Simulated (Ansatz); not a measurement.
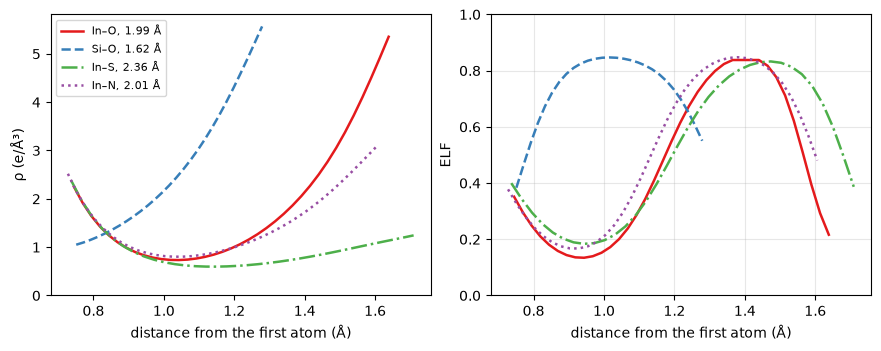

*H₆InNOSSi (SMILES [NH2][In]([SH])[O][SiH3]). Electron density and ELF along straight lines between neighbouring atoms. The curves leave out the atomic cores.*

Geometry: PBE0-D4/def2-TZVP; core potentials replace the inner electrons of In.

Computed with Ansatz, RKS PBE0-D4/def2-TZVPP.

```xyz
11

N    -0.8546    2.1208   -0.0993
In    0.5510    0.8530   -0.7664
S     2.2539    1.1380   -2.3717
O     0.3916   -1.0196   -0.1246
Si   -0.5351   -1.7882    0.9655
H    -0.6175    3.1023   -0.0909
H    -1.2621    1.8678    0.7907
H     2.5925   -0.1608   -2.2884
H    -1.3108   -0.8190    1.8026
H     0.3065   -2.6043    1.8833
H    -1.5154   -2.6899    0.2990
```

Question: What can be read from the curves?

Answer: In–O (1.99 Å): ρ at the midpoint is about 0.75 e/Å³; the ELF peaks at about 0.85 in the valence shell of O, 0.6 Å from its nucleus, and drops to about 0.15 between the two atoms.
Si–O (1.62 Å): ρ at the midpoint is about 1.2 e/Å³; the ELF peaks at about 0.85 between the atoms; a polar covalent bond.
In–S (2.36 Å): ρ at the midpoint is about 0.6 e/Å³; the ELF peaks at about 0.85 in the valence shell of S, 0.9 Å from its nucleus, and drops to about 0.20 between the two atoms.
In–N (2.01 Å): ρ at the midpoint is about 0.81 e/Å³; the ELF peaks at about 0.85 in the valence shell of N, 0.6 Å from its nucleus, and drops to about 0.15 between the two atoms.
